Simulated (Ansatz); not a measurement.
CaIr2: pressure series

Consider CaIr2 in the cubic Laves (MgCu2 type) structure (space group Fd-3m, No. 227; a cell from a computed database, its experimental status unchecked).

```
CELL_PARAMETERS angstrom
      0.00000     3.74273     3.74273
      3.74273     0.00000     3.74273
      3.74273     3.74273     0.00000
ATOMIC_POSITIONS crystal
  Ca 0.75000 0.75000 0.75000
  Ca 0.50000 0.50000 0.50000
  Ir 0.12500 0.12500 0.12500
  Ir 0.62500 0.12500 0.12500
  Ir 0.12500 0.12500 0.62500
  Ir 0.12500 0.62500 0.12500
```

Cell and atoms are relaxed at each pressure.

All numbers come from plane-wave PAW DFT at the PBEsol level (Ansatz, an electronic-structure program, 420 eV), scalar-relativistic without spin-orbit coupling.

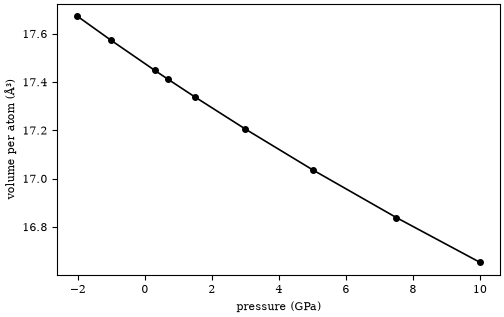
Figure. Volume against pressure

Q: Estimate the zero-pressure bulk modulus from the plot.

A: About 190 GPa; a third-order Birch–Murnaghan fit to the points gives V₀ = 17.48 Å³/atom, B₀ = 185 GPa and B₀′ = 4.7.

Load acts through the strain it causes; cell and atoms are relaxed under it. No phonon test of stability was made. Competing high-pressure phases were not computed. All final runs are without spin polarisation. CaIr2 has a high density of states at the Fermi level and may be magnetic at this level.
